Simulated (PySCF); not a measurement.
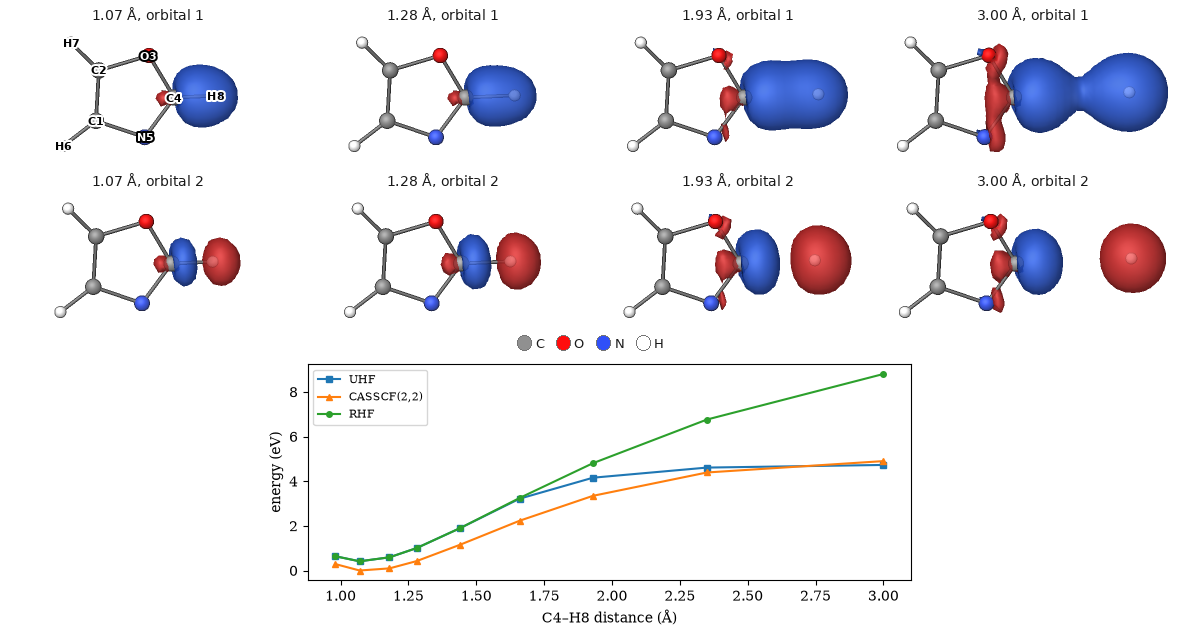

*C$_{3}$H$_{3}$NO, SMILES `c1cocn1`. Rigid stretch of the C4–H8 bond. The two CASSCF(2,2) natural orbitals nearest half filling (orbital 1 the more occupied). Below: energies along the scan, from the lowest point of the three curves.*

Level of theory: def2-SVP basis (PySCF), at a geometry from GFN2-xTB. No frequency check shows the geometry to be a minimum.

The calculation's input:

```python
import numpy as np
from pyscf import gto, scf, mcscf

mol = gto.M(atom='''
C      0.94099    -0.66381     0.00000
C      0.88385     0.69399     0.00000
O     -0.41695     1.05348     0.00000
C     -1.08750    -0.10269     0.00000
N     -0.33448    -1.15069     0.00000
H      1.78802    -1.31690     0.00000
H      1.62346     1.46702     0.00000
H     -2.15861    -0.08815     0.00000
''', basis='def2-svp', charge=0, spin=0, verbose=4)
# stretch the bond between atoms 4 and 8, from long to short, fragments rigid
a, b, move = 3, 7, [7]
xyz = mol.atom_coords(unit='Angstrom')
u = xyz[b] - xyz[a]
r0 = np.linalg.norm(u)
rows, last, dm_u = [], None, None
for r in [3.0, 2.35, 1.93, 1.66, 1.44, 1.28, 1.18, 1.07, 0.98]:
    new = xyz.copy()
    new[move] += u / r0 * (r - r0)
    m = mol.set_geom_(new, unit='Angstrom', inplace=False)
    rhf = scf.RHF(m).density_fit(auxbasis='def2-universal-jkfit').run()
    uhf = scf.UHF(m).density_fit(auxbasis='def2-universal-jkfit').newton()
    if dm_u is None:
        c = rhf.mo_coeff
        h = m.nelectron // 2 - 1
        ca, cb = c.copy(), c.copy()
        ca[:, h], cb[:, h] = (c[:, h] + c[:, h + 1]) / 2**.5, (c[:, h] - c[:, h + 1]) / 2**.5
        dm_u = np.array([x[:, :h + 1] @ x[:, :h + 1].T for x in (ca, cb)])
    uhf.kernel(dm0=dm_u)
    for _ in range(3):
        c, _, stable, _ = uhf.stability(return_status=True)
        if stable:
            break
        uhf.kernel(c, uhf.mo_occ)
    dm_u = uhf.make_rdm1()
    mc = mcscf.CASSCF(rhf, 2, 2)
    mc.natorb = True
    mc.fix_spin_(ss=0)
    guess = mcscf.addons.make_natural_orbitals(uhf)[1] if last is None else mcscf.project_init_guess(mc, last.mo_coeff, last.mol)
    mc.kernel(guess)
    last = mc
    act = slice(mc.ncore, mc.ncore + mc.ncas)
    print('r %.3f  RHF %.6f  UHF %.6f  <S^2> %.3f  CASSCF %.6f  occupations' % (r, rhf.e_tot, uhf.e_tot, uhf.spin_square()[0], mc.e_tot), mc.mo_occ[act].round(4))
    rows.append((new, rhf.e_tot, uhf.e_tot, uhf.spin_square()[0], mc.e_tot, mc.mo_occ[act], mc.mo_coeff[:, act], dm_u[0] - dm_u[1], rhf.converged and uhf.converged and mc.converged))
    np.savez('result.npz', **{k: [row[i] for row in rows] for i, k in enumerate('xyz rhf uhf s2 cas occ c spin ok'.split())})
```

Launched as:

```sh
OMP_NUM_THREADS=1 python input.py
```

The run took 68 s on 1 thread of AMD EPYC 9R45 96-Core Processor (Zen 5), on a shared host, peak memory 0.31 GiB.

### How do the occupations change along the stretch?

1.07 Å: 1.98 and 0.02; 1.28 Å: 1.97 and 0.03; 1.93 Å: 1.82 and 0.18; 3.00 Å: 1.26 and 0.74. At the longest distance computed (3.00 Å) they are 1.26 and 0.74, and the effective number of unpaired electrons is 1.7.

UHF's ⟨S²⟩ passes 1 along the scan (up to 1.30), so it also polarises electrons outside the stretched bond; its energy lowering isn't due to that bond alone.

### Where does the UHF solution part from RHF?

Between 1.44 Å (⟨S²⟩ = 0, the two coincide) and 1.66 Å (⟨S²⟩ = 0.29); at 3.00 Å ⟨S²⟩ is 1.30 and UHF lies 4.1 eV below RHF.

### How much energy does the stretch cost?

By CASSCF, 4.9 eV from the lowest point of the scan (1.07 Å) to 3.00 Å; RHF gives 8.4 eV from its own lowest point. The fragments aren't relaxed and dynamic correlation is missing, so this isn't a bond dissociation energy.
